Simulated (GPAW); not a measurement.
# P K ELNES/XANES of zinc-blende (GaP)₁₋ₓ(InP)ₓ at x = 0.75 from DFT, part 2 of 3

Aim: the P K edge in zinc-blende (GaP)₁₋ₓ(InP)ₓ at x = 0.75, one member of a composition series.

GPAW 26.7.0; X-ray absorption from dipole matrix elements to empty bands, plane-wave PAW PBE.

So far. Step 3 (The field without a hole): The mesh shows a gap of 0.67 eV. The excited electron is kept all the same, so that all members of the series, with or without a gap, are treated alike.

## Step 5: Spectrum with XCH, P atom 2

The holes are 8.2 Å apart. In GPAW the data set carries the hole's charge, so charge=0 means a charged cell and charge=-1 a neutral one. The excited electron is kept in the cell, where it fills the lowest empty states and screens the hole. After the field has converged, empty bands are computed with the density fixed and the dipole matrix elements are summed.

The absorber has 1 Ga at 2.40 Å and 3 In at 2.53 Å (distorted tetrahedral).

File xas.py:

```python
import numpy as np
from ase import Atoms
from ase.parallel import parprint, paropen
from gpaw import GPAW, PW, FermiDirac, Mixer, MixerDif, setup_paths
from gpaw.test import gen
setup_paths.insert(0, '.')
gen('P', name='fch1s', xcname='PBE', corehole=(1, 0, 1), write_xml=True)
from gpaw.mpi import world
world.barrier()

atoms = Atoms('InPInPInPInPGaPInPInPGaP',
    cell=[[0, 5.7645, 5.7645],
     [5.7645, 0, 5.7645],
     [5.7645, 5.7645, 0]],
    scaled_positions=[[0.9996772, 0.0001613, 0.002122],
     [0.1412105, 0.1191419, 0.1206834],
     [0.9988294, 0.0007079, 0.5003227],
     [0.1239701, 0.1251437, 0.6266394],
     [0.9996709, 0.4989833, 0.9990126],
     [0.1238943, 0.6248679, 0.1250411],
     [0.9994651, 0.5005159, 0.5003085],
     [0.1395023, 0.6206586, 0.6192799],
     [0.5016038, 0.9988016, 0.001137],
     [0.6203676, 0.1209939, 0.1203078],
     [0.4998913, 0.9985334, 0.5002312],
     [0.6151684, 0.1324057, 0.6351273],
     [0.499758, 0.5012303, 0.999447],
     [0.6161795, 0.632888, 0.1350789],
     [0.49963, 0.4980559, 0.5009618],
     [0.6202122, 0.6188925, 0.6198691]],
    pbc=True)
atoms.calc = calc = GPAW(legacy_gpaw=True, mode=PW(400, force_complex_dtype=True), xc='PBE', setups={1: 'fch1s'},
    kpts={'size': (3, 3, 3), 'gamma': True}, occupations=FermiDirac(0.04),
    charge=-1, mixer=Mixer(0.1, 5, 50), maxiter=150,
    convergence={'density': 0.0001, 'eigenstates': 1e-6}, txt='scf.txt')
energy = atoms.get_potential_energy() + calc.get_reference_energy()
ef = calc.get_fermi_level()
out = dict(energy=energy, fermi=ef, forces=atoms.get_forces().tolist())
parprint(f'all-electron energy {energy:.4f} eV, Fermi level {ef:.4f} eV')
ev = np.array([[calc.get_eigenvalues(k, s) for k in range(len(calc.get_ibz_k_points()))] for s in range(calc.get_number_of_spins())])
out['homo'], out['lumo'], out['counts'] = ev[ev < ef].max(), ev[ev > ef].min(), sorted(set((ev < ef).sum((0, 2)).tolist()))
out['filled'] = (ev[:, 0] < ef).sum(1).tolist()

from ase.units import Ha
from gpaw.xas import dipole_matrix_elements
nb = int(calc.get_number_of_electrons() / 2) + 196
top, nb = nb, nb + 8 + nb // 12
nscf = calc.fixed_density(kpts={'size': (4, 4, 4), 'gamma': True}, nbands=nb,
    convergence={'bands': top, 'eigenstates': 5e-3}, maxiter=60, txt='nscf.txt')
cell = atoms.cell.array
ops = [cell.T @ U.T @ np.linalg.inv(cell.T) for U in nscf.wfs.kd.symmetry.op_scc]
filled = [62]  # bands filled in the ground state, by spin
E = np.arange(-6, 30, 0.1)
fwhm = np.interp(E, [4, 25], [0.9, 3.5])
Y, X, zero, highest = 0, 0, 1e9, 1e9
for spin in range(nscf.get_number_of_spins()):
    wfs = nscf.wfs
    mine = wfs.bd.get_slice()  # this rank's bands
    A = dipole_matrix_elements(wfs.setups[1])
    eps = np.zeros((wfs.kd.nibzkpts, nb))
    d = np.zeros((3, A.shape[1], wfs.kd.nibzkpts, nb), complex)
    for kpt in wfs.kpt_u:
        if kpt.s == spin and 1 in kpt.P_ani:
            eps[kpt.k, mine] = kpt.eps_n * Ha
            d[:, :, kpt.k, mine] = (kpt.weight * wfs.nspins / 2) ** 0.5 * np.inner(A, kpt.P_ani[1])
    world.sum(eps)
    world.sum(d)
    T = np.einsum('amkn,bmkn->abkn', d, d.conj()).real
    T = sum(np.einsum('ai,ijkn,bj->abkn', R, T, R) for R in ops) / len(ops)
    empty = np.ones_like(eps, bool) & (np.arange(nb) >= filled[spin])
    zero, highest = min(zero, eps[empty].min()), min(highest, eps[:, top - 1].min())
    lines = [(eps, T, empty)] if spin == 0 else lines + [(eps, T, empty)]
for eps, T, empty in lines:
    f = np.einsum('aakn->akn', T).reshape(3, -1)
    x = eps.ravel() - zero
    w = np.interp(x, E, fwhm) / 2.35482
    g = np.exp(-0.5 * ((E[:, None] - x) / w) ** 2) / (w * (2 * np.pi) ** 0.5)
    Y = Y + (f * empty.ravel()) @ g.T
    X = X + (f * ~empty.ravel()) @ g.T
out.update(E=E.round(2).tolist(), xas=Y.tolist(), xes=X.tolist(), zero=zero, valid=highest - zero, nk=len(eps), nb=nb)
for i in range(0, len(E), 10):
    parprint(f'{E[i]:7.2f}', *(f'{v:10.3e}' for v in Y[:, i]))
import json
with paropen('out.json', 'w') as f:
    json.dump(out, f)
```

On the command line:

```sh
$ OMP_NUM_THREADS=1 mpirun -n 4 gpaw python xas.py
```

Numbers of over 12 decimals in the logs are rounded to 6 here.

The log of the run:

```text
Input parameters:
  charge: -1
  convergence: {density: 0.0001,
                eigenstates: 1e-06}
  kpts: {gamma: True,
         size: (3, 3, 3)}
  maxiter: 150
  mixer: {backend: pulay,
          beta: 0.1,
          method: separate,
          nmaxold: 5,
          weight: 50}
  mode: {ecut: 400.0,
         force_complex_dtype: True,
         name: pw}
  occupations: {fixmagmom: False,
                name: fermi-dirac,
                width: 0.04}
  setups: {1: fch1s}
  xc: PBE

Initialize ...

[... PAW data sets ...]

Reference energy: -1137879.142403  # eV

Spin-paired calculation

[... convergence settings ...]
Symmetries present (total): 1
  [... symmetry matrices ...]

27 k-points: 3 x 3 x 3 Monkhorst-Pack grid
14 k-points in the irreducible part of the Brillouin zone
       k-points in crystal coordinates                weights
   0:     0.00000000    0.00000000    0.00000000          1/27
   1:     0.00000000    0.00000000    0.33333333          2/27
   2:     0.00000000    0.33333333   -0.33333333          2/27
   3:     0.00000000    0.33333333    0.00000000          2/27
   4:     0.00000000    0.33333333    0.33333333          2/27
   5:     0.33333333   -0.33333333   -0.33333333          2/27
   6:     0.33333333   -0.33333333    0.00000000          2/27
   7:     0.33333333   -0.33333333    0.33333333          2/27
   8:     0.33333333    0.00000000   -0.33333333          2/27
   9:     0.33333333    0.00000000    0.00000000          2/27
          ...
  13:     0.33333333    0.33333333    0.33333333          2/27

Wave functions: Plane wave expansion
  Cutoff energy: 400.000 eV
  Number of coefficients (min, max): 6879, 6975
  Pulay-stress correction: 0.000000 eV/Ang^3 (de/decut=0.000000)
  Using FFTW library
  Wavefunction extrapolation:
    Improved wavefunction reuse through dual PAW basis

Occupation numbers: Fermi-Dirac:
  width: 0.0400  # eV

Eigensolver
   Davidson(niter=2)

Densities:
  Coarse grid: 40*40*40 grid
  Fine grid: 80*80*80 grid
  Total Charge: 0.000000

Density mixing:
  Method: separate
  Backend: pulay
  Linear mixing parameter: 0.1
  old densities: 5
  Width of damping distribution: 1.1
  Damping of long wavelength oscillations: 50

[... Hamiltonian set-up ...]
Number of atoms: 16
Number of atomic orbitals: 94
Number of bands in calculation: 79
Number of valence electrons: 125
Bands to converge: occupied

... initialized

Initializing position-dependent things.

Density initialized from atomic densities
Creating initial wave functions:
  79 bands from LCAO basis set

                                   In

                          In
                               In
                            P
                   In Ga         In
                    P
          In            Ga
                      P

            P              P

                  P
                    P

           P

Atomic positions and initial magnetic moments

Positions:
   0 In     0.013162    5.774871    5.763569    ( 0.0000,  0.0000,  0.0000)
   1 P      1.382473    1.509687    1.500801    ( 0.0000,  0.0000,  0.0000)
   2 In     2.888191    8.641862    5.761833    ( 0.0000,  0.0000,  0.0000)
   3 P      4.333654    4.326888    1.436017    ( 0.0000,  0.0000,  0.0000)
   4 In     8.635197   11.521411    8.638992    ( 0.0000,  0.0000,  0.0000)
   5 P      4.322850    1.434988    4.316240    ( 0.0000,  0.0000,  0.0000)
   6 In     5.769252    8.645445    8.646640    ( 0.0000,  0.0000,  0.0000)
[...]
13 P      4.426945    4.330629    7.200250    ( 0.0000,  0.0000,  0.0000)
  14 Ga     5.758838    5.767911    5.751160    ( 0.0000,  0.0000,  0.0000)
  15 P      7.140841    7.148449    7.142819    ( 0.0000,  0.0000,  0.0000)

Unit cell:
           periodic     x           y           z      points  spacing
  1. axis:    yes    0.000000    5.764500    5.764500    40     0.1664
  2. axis:    yes    5.764500    0.000000    5.764500    40     0.1664
  3. axis:    yes    5.764500    5.764500    0.000000    40     0.1664

  Lengths:   8.152234   8.152234   8.152234
  Angles:   60.000000  60.000000  60.000000

Effective grid spacing dv^(1/3) = 0.1816

iter:   1   -85.313394
iter:   2   -82.486997   -1.55  -1.06
iter:   3   -79.118552   -1.18  -1.12
iter:   4   -79.303677   -2.09  -1.39
iter:   5   -79.018623   -2.27  -1.41
iter:   6   -78.944684   -2.54  -1.84
iter:   7   -78.932874   -3.34  -2.13
iter:   8   -78.933794c  -3.93  -2.74
iter:   9   -78.931106c  -4.34  -2.68
iter:  10   -78.931109c  -5.25  -3.13
iter:  11   -78.931057c  -6.14c -3.22
iter:  12   -78.931011c  -5.69  -3.33
iter:  13   -78.931012c  -6.64c -3.69
iter:  14   -78.931017c  -6.66c -3.75
iter:  15   -78.931022c  -7.00c -3.87
iter:  16   -78.931028c  -7.15c -3.96
iter:  17   -78.931026c  -7.89c -4.28c

Converged after 17 iterations.

Dipole moment: (-22.717189, -20.716583, -20.176582) |e|*Ang

Energy contributions relative to reference atoms: (reference = -1137879.142403)

Kinetic:       +206.796831
Potential:     -192.076032
External:        +0.000000
XC:             -95.432524
Entropy (-ST):   -0.012790
Local:           +1.787094
SIC:             +0.000000
--------------------------
Free energy:    -78.937421
Extrapolated:   -78.931026

Showing only first 2 kpts
 Kpt  Band  Eigenvalues  Occupancy
  0    60      4.84923    2.00000
  0    61      4.85951    2.00000
  0    62      5.24693    2.00000
  0    63      6.06092    1.99996

  1    60      4.53684    2.00000
  1    61      4.56363    2.00000
  1    62      6.10248    1.99989
[...]
Fermi level: 6.49377

No gap
No difference between direct/indirect transitions

Forces in eV/Ang:
  0 In   -0.23488   -0.44705   -0.43745
  1 P    -0.05893    0.07855    0.08687
  2 In    0.41262    0.25647   -0.51208
  3 P    -0.04445    0.00466    0.10317
  4 In    0.41601   -0.49625    0.25368
  5 P    -0.03654    0.10631    0.01270
  6 In    0.13795   -0.05434   -0.06182
[...]
13 P     0.07403   -0.03574   -0.11491
 14 Ga   -0.13094    0.07696    0.08961
 15 P     0.02964   -0.03104   -0.02887
Scalar-relativistic atomic PBE calculation for P (Phosphorus, Z=15)
Core hole in 1s state (1s occupation: 1.0)
450 radial gridpoints.
|------------------------------------------------|
|------------------------------------------------|
[... the atom generator's iteration count ...]

Energy contributions:
-------------------------
Kinetic:     +262.827971
XC:           -18.802338
Potential:   -506.301350
-------------------------
Total:       -262.275717

state      eigenvalue         ekin         rmax
-----------------------------------------------
1s^1.0 :   -82.638549   110.566952        0.067
2s^2.0 :    -7.880838    17.711957        0.400
2p^6.0 :    -6.208215    17.410471        0.328
3s^2.0 :    -0.985623     2.830847        1.423
3p^3.0 :    -0.622564     2.237529        1.549
-----------------------------------------------
(units: Bohr and Hartree)

Generating PAW setup
Kinetic energy of the core from tauc = 251.042791
Cutoffs:
rc(s)=1.800
rc(p)=1.800
rc(d)=1.800
rc(vbar)=1.620
rc(comp)=1.800
rc(nct)=1.800

Kinetic energy of the core states: 250.453690
Charge: 1.0
Core electrons: 9.0
Valence electrons: 5.0
Pseudo-core charge: 0.080239
Shape function alpha=3.086
Pseudo-electron charge 5.484265
state    eigenvalue         norm
--------------------------------
3s(2) :    -0.985623     1.194581
*s    :     0.014377
3p(3) :    -0.622564     1.004954
*p    :     0.377436
*d    :     0.000000
--------------------------------

Diagonalizing with gridspacing h=0.050

state   all-electron     PAW
-------------------------------
3s:      -0.985623    -0.986051
3p:      -0.622564    -0.622827
*d:                   -0.149877
*f:                   -0.018076
-------------------------------
all-electron energy -1137958.0734 eV, Fermi level 6.4938 eV
[...]
27.00  3.194e-06  3.285e-06  3.282e-06
  28.00  2.888e-06  2.936e-06  2.937e-06
  29.00  2.834e-06  2.830e-06  2.832e-06
```

The job ended after 7.5 min (4 MPI ranks of Arm Neoverse V2, shared host; peak memory 0.85 GiB; 30 min of CPU time).

The P K spectrum, P atom 2, excited-electron core hole (neutral cell) (energy from the bottom of the conduction band, which holds the excited electron; intensity scaled to a mean of 1 over the first 20 eV):

```csv
E (eV),isotropic,ε ∥ x,ε ∥ y
-2.0,0.00,0.00,0.00
-0.5,0.00,0.00,0.00
1.0,0.75,0.75,0.75
2.5,1.67,1.68,1.67
4.0,2.06,2.09,2.05
5.5,1.08,1.08,1.08
7.0,1.31,1.31,1.31
8.5,1.00,0.99,1.01
10.0,0.62,0.61,0.62
11.5,0.78,0.78,0.79
13.0,1.05,1.06,1.05
14.5,0.97,0.97,0.97
16.0,0.79,0.79,0.79
17.5,0.65,0.65,0.64
19.0,0.68,0.67,0.68
20.5,0.77,0.77,0.77
22.0,0.80,0.80,0.79
23.5,0.94,0.95,0.94
25.0,1.07,1.06,1.08
26.5,0.99,0.97,1.00
28.0,0.84,0.83,0.84
```

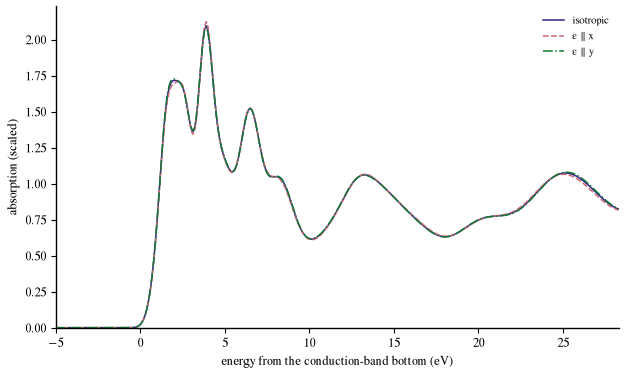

The P K edge, P atom 2, excited-electron core hole (neutral cell): main maxima at 2.0, 3.9 and 6.5 eV.

Main maxima below 24 eV (height): 2.0 eV (1.72), 3.9 eV (2.10), 6.5 eV (1.52) and 13.3 eV (1.06). A K edge sees empty p states on the absorber.

The total-energy difference is 2155.59 eV. One term is added: -15.96 eV, since the hole is spin-paired here and a spin-polarised one costs that much less in the free atom (computed apart). The photon energy is then 2139.63 eV. The functional leaves an error of a few eV in such absolute values.

## Step 6: Reference energy of the cell

The absorbing element, whose data set is made anew, changes for the next run, so it gets a reference energy of its own.

File scf.py:

```python
import numpy as np
from ase import Atoms
from ase.parallel import parprint, paropen
from gpaw import GPAW, PW, FermiDirac, Mixer, MixerDif, setup_paths
from gpaw.test import gen
setup_paths.insert(0, '.')
gen('Ga', name='nch1s', xcname='PBE', corehole=(1, 0, 0), write_xml=True)
from gpaw.mpi import world
world.barrier()

atoms = Atoms('InPInPInPInPGaPInPInPGaP',
    cell=[[0, 5.7645, 5.7645],
     [5.7645, 0, 5.7645],
     [5.7645, 5.7645, 0]],
    scaled_positions=[[0.9996772, 0.0001613, 0.002122],
     [0.1412105, 0.1191419, 0.1206834],
     [0.9988294, 0.0007079, 0.5003227],
     [0.1239701, 0.1251437, 0.6266394],
     [0.9996709, 0.4989833, 0.9990126],
     [0.1238943, 0.6248679, 0.1250411],
     [0.9994651, 0.5005159, 0.5003085],
     [0.1395023, 0.6206586, 0.6192799],
     [0.5016038, 0.9988016, 0.001137],
     [0.6203676, 0.1209939, 0.1203078],
     [0.4998913, 0.9985334, 0.5002312],
     [0.6151684, 0.1324057, 0.6351273],
     [0.499758, 0.5012303, 0.999447],
     [0.6161795, 0.632888, 0.1350789],
     [0.49963, 0.4980559, 0.5009618],
     [0.6202122, 0.6188925, 0.6198691]],
    pbc=True)
atoms.calc = calc = GPAW(legacy_gpaw=True, mode=PW(400, force_complex_dtype=True), xc='PBE', setups={14: 'nch1s'},
    kpts={'size': (3, 3, 3), 'gamma': True}, occupations=FermiDirac(0.02),
    charge=0, mixer=Mixer(0.1, 5, 50), maxiter=150,
    convergence={'density': 0.0001, 'eigenstates': 1e-6}, txt='scf.txt')
energy = atoms.get_potential_energy() + calc.get_reference_energy()
ef = calc.get_fermi_level()
out = dict(energy=energy, fermi=ef, forces=atoms.get_forces().tolist())
parprint(f'all-electron energy {energy:.4f} eV, Fermi level {ef:.4f} eV')
ev = np.array([[calc.get_eigenvalues(k, s) for k in range(len(calc.get_ibz_k_points()))] for s in range(calc.get_number_of_spins())])
out['homo'], out['lumo'], out['counts'] = ev[ev < ef].max(), ev[ev > ef].min(), sorted(set((ev < ef).sum((0, 2)).tolist()))
out['filled'] = (ev[:, 0] < ef).sum(1).tolist()
import json
with paropen('out.json', 'w') as f:
    json.dump(out, f)
```

On the command line:

```sh
$ OMP_NUM_THREADS=1 mpirun -n 4 gpaw python scf.py
```

The log of the run:

```text
Input parameters:
  convergence: {density: 0.0001,
                eigenstates: 1e-06}
  kpts: {gamma: True,
         size: (3, 3, 3)}
  maxiter: 150
  mixer: {backend: pulay,
          beta: 0.1,
          method: separate,
          nmaxold: 5,
          weight: 50}
  mode: {ecut: 400.0,
         force_complex_dtype: True,
         name: pw}
  occupations: {fixmagmom: False,
                name: fermi-dirac,
[...]
4s(2) :    -0.328732     1.135119
*s    :     0.671268
4p(1) :    -0.094810     1.011555
*p    :     0.905190
*d    :     0.000000
--------------------------------

Diagonalizing with gridspacing h=0.050

state   all-electron     PAW
-------------------------------
4s:      -0.328732    -0.328886
4p:      -0.094810    -0.094897
*d:                    0.028969
*f:                    0.063419
-------------------------------
all-electron energy -1140113.6676 eV, Fermi level 5.3126 eV
[key lines of the parts left out:]
Converged after 15 iterations.
Dipole moment: (-22.592144, -20.561167, -20.013806) |e|*Ang
Free energy:    -68.496547
Fermi level: 5.31258
```

Wall time 65 s (4 MPI ranks); peak memory 0.36 GiB; 4.3 min of CPU time.

Reference energy: -1140113.668 eV with the cores included.

(Part 2 of 3 ends here.)

[Banner, clock and machine lines of the logs are left out without a mark of their own.]

[Logs are printed without paths, hosts, clocks, repeated set-up lines and the standing remarks that a program may print on its own settings, such as how far it seeks lower states.]

[Hosts, paths, dates, database ids (printed as entryN), source tags and the programs' standing remarks are cut or masked in the printed files.]

[Lists of maxima count a maximum above −3 eV only where it reaches 4 % of the highest in the window and stands out from its surroundings by 2 % of it (1.5 % where it reaches 55 %); shoulders and weaker maxima are passed over, and of the rest the first, up to two pre-edge ones and the few strongest are named.]
